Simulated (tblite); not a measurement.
C₅H₉NO: molecular dynamics (part 3 of 3)

C₅H₉NO; GFN2-xTB Langevin dynamics, gas phase (tblite 0.8.0). 

Geometry of the input (Å):
```
C  2.8237  0.6211  0.0683
C  1.6121  -0.2479  0.0583
C  0.4181  0.1176  0.4945
C  -0.7923  -0.7637  0.4847
N  -1.8793  -0.1555  -0.2610
C  -3.0687  0.1258  0.2977
O  -3.3789  -0.1106  1.4381
H  3.5925  0.1828  0.7041
H  2.5900  1.6160  0.4377
H  3.2361  0.7035  -0.9370
H  1.7608  -1.2495  -0.3269
H  0.2579  1.1140  0.8839
H  -0.5515  -1.7421  0.0546
H  -1.1736  -0.9035  1.5012
H  -1.6959  0.0959  -1.2189
H  -3.7586  0.6051  -0.4233
```

Trajectory as extended XYZ, continued:
```
16
Properties=species:S:1:pos:R:3:forces:R:3 step=29 time_fs=725.0 energy=-604.74745 temperature=693.1
C     1.9625   -0.0916    2.0267    0.9111   1.3412   2.8281
C     0.5610    0.3249    2.1858    0.8181   1.8124   0.3501
C    -0.3691   -0.1249    1.4162   -2.6372  -0.8680  -0.7175
C    -1.8647    0.2691    1.5139    1.3633  -1.7279   0.0844
N    -2.6083   -0.3458    0.4222   -0.7534  -0.8078   0.6349
C    -3.3090   -1.5286    0.4249    1.2380  -0.8872   0.7452
O    -3.3385   -2.3455    1.3330   -0.1061   1.1067  -1.1158
H     2.4851    0.4918    1.2789    0.1368  -0.0338   0.0221
H     2.0581   -1.1268    1.8870    0.1905  -1.1946  -0.4914
H     2.3649    0.1496    3.0813    0.3024  -0.4339  -1.6460
H     0.4333    1.2119    2.8130   -0.2963  -0.4646   0.0410
H    -0.1384   -0.9113    0.7275   -0.0983  -0.3612  -0.2449
H    -2.1863   -0.0402    2.5335   -0.2447   0.3341  -0.7449
H    -1.8412    1.3073    1.3276   -0.5408   1.2596   0.3133
H    -3.0255    0.3197   -0.1777   -0.0693   0.6281  -0.8379
H    -3.6514   -1.7702   -0.6265   -0.2143   0.2971   0.7794
16
Properties=species:S:1:pos:R:3:forces:R:3 step=30 time_fs=750.0 energy=-604.77772 temperature=575.4
C     2.0988   -0.0863    2.1883   -2.9285  -1.7573  -0.3298
C     0.5983    0.3827    2.1807    0.8015  -1.6700   0.1563
C    -0.4190   -0.1796    1.5440   -0.2500   0.5299   0.6312
C    -1.9033    0.2666    1.5961    2.7229   2.0100   0.5010
N    -2.6214   -0.3446    0.5995   -1.5416  -0.5547  -3.8329
C    -3.3227   -1.4983    0.5991   -0.5489  -0.2416   0.4828
O    -3.3679   -2.3311    1.4773   -0.0033   0.5680  -0.4576
H     2.5365    0.7411    1.7678    1.7377   1.7090  -0.5848
H     2.2446   -0.9575    1.4830   -0.2589   0.8172   0.9315
H     2.4449   -0.3408    3.1989   -0.2026   0.2557  -0.5287
H     0.3614    1.1670    2.8471    0.1389   0.8456   0.5564
H    -0.2542   -1.0100    0.9062    0.0849  -0.6238  -0.4621
H    -2.3611    0.1280    2.5574   -0.0729  -0.3545   0.5457
H    -1.9258    1.3782    1.3650    0.0443  -0.7950   0.4749
H    -2.4940    0.0379   -0.3806   -0.2163  -0.3430   1.6055
H    -3.9877   -1.5187   -0.3145    0.4931  -0.3954   0.3108
16
Properties=species:S:1:pos:R:3:forces:R:3 step=31 time_fs=775.0 energy=-604.68052 temperature=582.5
C     2.0250   -0.0744    2.2435   -0.7995   1.3805  -1.2539
C     0.6353    0.5328    2.2343   -2.5286  -3.0449  -1.6265
C    -0.4015   -0.1652    1.6594    1.9383   1.2693  -0.1082
C    -1.8610    0.1542    1.6578   -0.4178   1.1972   2.7026
N    -2.7273   -0.2878    0.6271   -0.9595  -3.2281   2.0125
C    -3.2800   -1.5845    0.7375    0.5585   1.6782   0.3432
O    -3.2323   -2.2392    1.7471   -0.1663  -0.0391  -0.4630
H     2.5778    0.8740    2.2112    0.9250  -0.8522   0.1701
H     2.2143   -0.6873    1.3048   -0.2037   0.6750   1.4177
H     2.1406   -0.6315    3.1620    0.4166  -0.0717  -0.0830
H     0.4143    1.4227    2.7636    0.1320   0.5357   0.3984
H    -0.1503   -1.0630    1.0975   -0.0527   0.0436   0.2105
H    -2.2214   -0.4777    2.5418    0.1022   0.8580  -0.5506
H    -2.0664    1.2781    1.9262    0.3528  -1.7601  -0.5400
H    -2.6340   -0.0271   -0.2790    0.5239   1.3703  -2.9296
H    -3.8303   -1.8637   -0.1859    0.1786  -0.0116   0.2999
16
Properties=species:S:1:pos:R:3:forces:R:3 step=32 time_fs=800.0 energy=-604.41418 temperature=412.9
C     1.9543    0.1357    2.2649   -0.2818   2.0215   0.5726
C     0.5376    0.6346    2.2781   -0.8259   0.9408  -0.5256
C    -0.4041   -0.1187    1.7139   -1.5728  -0.2264   1.1867
C    -1.9200    0.1177    1.8676   -0.3553   1.4799   0.2241
N    -2.6547   -0.3425    0.6887   -2.2360  -0.1058  -1.7211
C    -3.2640   -1.6004    0.8144    3.1944   1.3015   3.3313
O    -3.0349   -2.1647    1.8872   -1.1692  -0.6805  -1.4192
H     2.6110    1.0444    2.4014   -0.2780  -1.3962   0.2794
H     2.1565   -0.2793    1.3088    0.3374  -0.5413  -0.5983
H     1.9633   -0.6185    3.0435    0.8162   0.1312   0.0774
H     0.3236    1.6897    2.6670    0.2394  -1.6990  -0.4768
H    -0.1999   -1.1460    1.3913    0.1238   0.5819  -0.0780
H    -2.3878   -0.4794    2.7239    0.9906   0.6284  -0.7465
H    -2.1304    1.2318    2.0872    0.2866  -1.4783  -0.4777
H    -3.2075    0.2920    0.0156    1.6214  -0.8149   1.4192
H    -3.6056   -2.0987   -0.0455   -0.8907  -0.1430  -1.0476
16
Properties=species:S:1:pos:R:3:forces:R:3 step=33 time_fs=825.0 energy=-604.79622 temperature=484.0
C     1.9597    0.3274    2.2933   -2.5344   2.2650   0.7165
C     0.4476    0.7695    2.2840    2.9962   0.9143   1.1776
C    -0.4736   -0.0153    1.8503   -2.7388  -0.7270  -0.3617
C    -1.9612    0.2784    1.9714    0.6989  -0.9989   0.9311
N    -2.6813   -0.2356    0.8582   -0.7787  -0.6935  -0.0497
C    -3.1506   -1.4939    0.9747    1.0401  -0.8438   1.1205
O    -2.9152   -2.3119    1.8529   -0.2750   1.1952  -0.5119
H     2.5854    1.1873    2.5711   -0.1582  -0.5691   0.0298
H     2.1455    0.0351    1.3115    0.7396  -0.8456  -1.2229
H     1.9123   -0.4414    3.0238    0.8350  -0.6597   0.3393
H     0.2194    1.6788    2.8408   -0.0043  -0.1878  -0.2641
H    -0.3833   -0.9290    1.3288    0.8654  -0.7894  -0.3037
H    -2.4381   -0.2174    2.8641    0.7257   0.0608  -0.5403
H    -2.0341    1.3005    2.1503   -0.6580   1.9921  -0.1180
H    -2.8669    0.2123   -0.0280    0.2608   0.3978   0.3922
H    -3.7206   -1.7552    0.1268   -1.0142  -0.5107  -1.3346
16
Properties=species:S:1:pos:R:3:forces:R:3 step=34 time_fs=850.0 energy=-604.71820 temperature=374.6
C     1.9804    0.4838    2.3012   -2.8693  -0.4891  -0.4522
C     0.5091    0.8817    2.3849   -1.4225  -3.6509  -2.1961
C    -0.4864    0.0669    1.8885    2.3549   0.8847   1.3694
C    -1.9226    0.3782    1.9879   -0.3889   1.1008   1.1872
N    -2.8065   -0.2499    1.0573   -0.0965  -1.0908  -1.1366
C    -3.0685   -1.6185    0.9229   -0.0412   3.5935   0.1938
O    -2.8884   -2.4065    1.7699    0.6462  -2.1189   1.7602
H     2.4385    1.4031    2.3464    1.7984   1.5768   0.1693
H     2.0994    0.0235    1.3262    0.5055  -0.4098   0.3703
H     2.1225   -0.1216    3.1683    0.7907  -0.5739   0.1304
H     0.3326    1.8267    2.7588   -0.6635   1.5896   0.5648
H    -0.3031   -0.9752    1.6334    0.3731   0.3843  -0.2383
H    -2.2695    0.1304    2.9914   -0.0893  -0.4825   0.3328
H    -2.0211    1.4808    1.9789   -0.3305  -0.2724  -0.4781
H    -2.8573    0.2419    0.1885   -0.1395   0.2934  -0.4444
H    -3.6501   -1.7721    0.0425   -0.4273  -0.3348  -1.1325
16
Properties=species:S:1:pos:R:3:forces:R:3 step=35 time_fs=875.0 energy=-604.70221 temperature=390.9
C     2.0413    0.6030    2.2376   -1.3591  -0.6781  -0.4979
C     0.5563    0.8097    2.3543   -1.7690   0.2546  -0.3138
C    -0.4805    0.0324    1.9759    0.8669  -0.4540  -0.6928
C    -1.9796    0.3837    1.9726    0.7639   1.2045   0.3743
N    -2.8945   -0.2583    0.9967    0.7725   0.4399  -0.1536
C    -3.0805   -1.6112    0.9055    1.1008   0.1774   1.5965
O    -2.7475   -2.3887    1.7833   -0.1464   0.4976  -0.7273
H     2.4025    1.6132    2.0316    0.6307  -0.6203   0.0627
H     2.2027   -0.1164    1.4122    0.3997   0.4848   0.5229
H     2.3598    0.1821    3.1877    0.5319   0.1922  -0.1516
H     0.3805    1.8150    2.7511   -0.5059  -0.2935  -0.0494
H    -0.2352   -0.9845    1.5988   -0.3007   0.7565   0.2165
H    -2.3457    0.1566    2.9480   -0.3510  -0.5973   1.0532
H    -1.9921    1.5254    1.9898   -0.4661  -1.2465  -0.7951
H    -3.4728    0.3852    0.4644    0.4181  -0.3597  -0.1042
H    -3.4466   -1.9769   -0.0495   -0.5862   0.2421  -0.3403
16
Properties=species:S:1:pos:R:3:forces:R:3 step=36 time_fs=900.0 energy=-604.75982 temperature=431.5
C     1.9655    0.6107    2.2996   -2.1402  -0.0219   0.9334
C     0.4285    0.7598    2.3535    2.4037   2.7442   0.2231
C    -0.4696    0.0641    1.7493   -2.2291  -1.5166  -0.4030
C    -1.9519    0.3321    2.0149    0.1124   1.5380  -1.9000
N    -2.7285   -0.1985    0.8688   -0.1916  -0.0108   1.2058
C    -3.0929   -1.4945    0.9711    2.0528  -1.0517   1.1897
O    -2.4791   -2.2825    1.6986   -1.2474   1.0693  -0.6931
H     2.5016    1.5274    2.0417   -0.2589  -0.3370   0.4210
H     2.1548   -0.1653    1.6185    0.5307  -0.8044  -1.1253
H     2.1623    0.1743    3.2831    0.6520   0.6141   0.0050
H     0.0582    1.7087    2.7839    0.4717  -0.6291   0.3998
H    -0.3125   -0.8088    1.1180    0.2021   0.1267   0.3981
H    -2.3727   -0.1334    2.8899    0.3083  -0.3449   0.4005
H    -2.1388    1.4691    2.1048    0.2008  -1.5191  -0.2149
H    -2.9490    0.3971    0.0963   -0.2810   0.0784  -0.0586
H    -3.9063   -1.8525    0.3722   -0.5864   0.0650  -0.7814
16
Properties=species:S:1:pos:R:3:forces:R:3 step=37 time_fs=925.0 energy=-604.81841 temperature=498.6
C     1.9101    0.6707    2.4175   -0.8018  -0.8708   0.9769
C     0.4259    0.8444    2.3370   -0.1062  -0.7986  -0.3257
C    -0.3995    0.1031    1.6028   -0.2817   1.3004   0.9668
C    -1.8485    0.3351    1.8868   -1.7197   0.0699  -0.8926
N    -2.8196   -0.0650    0.8163    1.4291  -1.6954   1.0389
C    -2.8822   -1.4518    0.7903   -2.3066   3.3032  -2.3259
O    -2.3221   -2.0960    1.5765    2.0569  -2.6615   2.4897
H     2.3493    1.6254    2.6020    0.5772   0.3797   0.1640
H     2.3110    0.2006    1.5375    0.0884  -0.0122  -0.3325
H     2.0904   -0.0351    3.2755    0.1242   0.7850  -0.6028
H    -0.0868    1.4961    3.0352    0.5783   0.3180  -0.0004
H    -0.1254   -0.6894    0.9694    0.2929  -0.5136  -0.6629
H    -2.1160   -0.3057    2.7357    0.0050   0.1553   0.1346
H    -2.1027    1.3670    2.1195    0.3273   0.1400   0.1075
H    -3.2892    0.6320    0.2719   -0.0003  -0.2702  -0.1996
H    -3.5589   -1.9140    0.0638   -0.2628   0.3710  -0.5360
16
Properties=species:S:1:pos:R:3:forces:R:3 step=38 time_fs=950.0 energy=-604.74937 temperature=662.6
C     1.9156    0.8065    2.4849    0.2762   1.2284  -0.0324
C     0.4351    0.9816    2.3193   -0.6923   0.1187   0.4016
C    -0.4989    0.3400    1.6465    0.3380   0.2391  -0.4202
C    -1.9639    0.5782    1.8497    0.0975  -2.2604   0.0683
N    -2.8191   -0.0485    0.8351    0.3591   1.4836   0.2254
C    -2.7464   -1.3370    0.6349   -0.1316  -3.6688  -0.1647
O    -2.1726   -2.1386    1.3657   -0.2480   0.9967  -0.5424
H     2.2441    1.7917    2.9050    0.1982  -0.7845  -0.4850
H     2.5251    0.5693    1.5787   -0.8814   0.1806   0.6118
H     2.1459    0.0711    3.2511   -0.1555  -0.1918  -0.0652
H    -0.0870    1.7018    2.9429    0.8895   0.4939   0.4406
H    -0.2924   -0.4630    1.0110    0.3875  -1.0025  -0.9194
H    -2.1130    0.0730    2.8104   -0.5931  -0.0872   0.1199
H    -2.2982    1.5507    1.9140   -0.2209   2.2594   0.2654
H    -3.3803    0.5882    0.2905    0.0856  -0.2803  -0.2066
H    -3.3043   -1.8262   -0.2610    0.2912   1.2751   0.7030
16
Properties=species:S:1:pos:R:3:forces:R:3 step=39 time_fs=975.0 energy=-604.61502 temperature=429.4
C     1.8474    0.8989    2.4562   -0.5646   1.7823   0.5770
C     0.3250    1.2437    2.4106    2.3501  -1.0565  -0.2385
C    -0.5304    0.6092    1.6558   -1.4031  -1.3770  -1.2545
C    -2.0632    0.7590    1.8920    0.9292  -0.3716  -0.1950
N    -2.8229   -0.0044    0.8836    0.4983  -0.0280   1.4752
C    -2.6814   -1.3112    0.6143   -0.1362  -1.9787  -1.5037
O    -2.0418   -2.1843    1.1480   -0.2348   0.6886   0.5872
H     2.4471    1.7588    2.9350   -0.8977  -0.9206  -1.1734
H     2.1811    0.6655    1.4260   -0.0078   0.1078   0.9187
H     2.0468    0.0912    3.1685   -0.3693  -0.1694  -0.5368
H    -0.1303    1.9547    3.0283    0.1774   0.9782   1.1970
H    -0.2544   -0.1807    0.8994   -0.2407   0.9330   0.9818
H    -2.2269    0.3847    2.9309   -0.2799   0.1342  -0.8300
H    -2.4093    1.8170    1.8068    0.3036  -0.7285   0.1891
H    -2.8691    0.5385    0.0754   -0.6544   0.8916  -1.4255
H    -3.2819   -1.6661   -0.3598    0.5299   1.1146   1.2317
16
Properties=species:S:1:pos:R:3:forces:R:3 step=40 time_fs=1000.0 energy=-604.55972 temperature=418.3
C     1.6665    0.9707    2.3702    1.0948   0.0532   1.5180
C     0.2766    1.4277    2.5425   -1.0379  -1.9127  -1.4114
C    -0.5684    0.7636    1.7405    0.0626   0.6620  -0.2667
C    -2.0668    0.7769    1.8072   -0.2024   0.9723   1.2313
N    -2.6910    0.0603    0.7202   -0.8058  -0.0555  -0.1977
C    -2.6016   -1.2890    0.4987   -3.1436   2.3058  -2.4448
O    -2.0025   -2.1154    1.0494    2.2319  -1.9942   1.8239
H     2.3806    1.7400    2.6115    0.3503   0.5675  -0.4003
H     1.7081    0.6378    1.3504    0.8186  -0.2739  -0.0856
H     1.9865    0.1664    3.1043   -0.7930   0.4436  -0.9037
H    -0.1059    2.1067    3.2449    0.0661   0.5516   0.9730
H    -0.1222    0.1807    0.9299   -0.5187  -0.1362   0.3971
H    -2.2862    0.2762    2.8279   -0.2296   0.8277  -1.2314
H    -2.4859    1.8818    1.7651    0.7225  -1.9892   0.3789
H    -3.5472    0.5424    0.4203    0.6650  -0.6442  -0.2095
H    -3.3172   -1.5865   -0.3935    0.7192   0.6220   0.8291
```

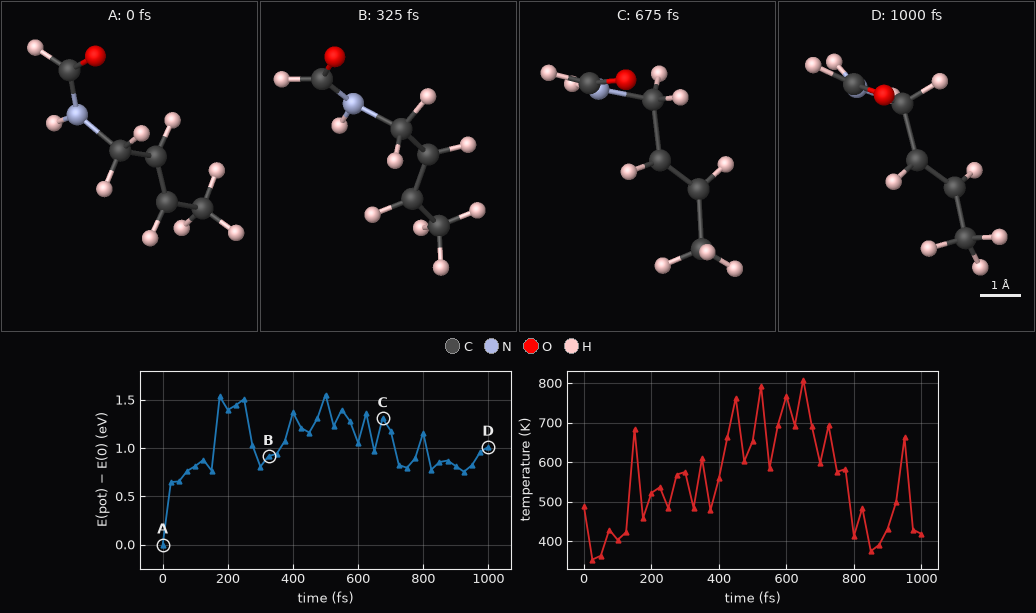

Figure 1. Frames of the molecular dynamics (ball-and-stick, seen at a tilt) above the curves, on which the letters mark them. The trajectory kept here has 41 frames over 1000 fs. The temperature starts at 488 K, ranges from 353 to 809 K and averages 583 K over the second half. The potential energy ends 1.013 eV above its first value. After an unweighted best fit of the last frame on the first, the root-mean-square displacement is 1.20 Å, and O7 has moved furthest (3.10 Å).

Summary:

- outcome: finished
- mean temperature over the second half: 583 K
- trajectory: 41 frames kept, 1000 fs
- wall time: 10 s
- peak memory: 0.18 GiB
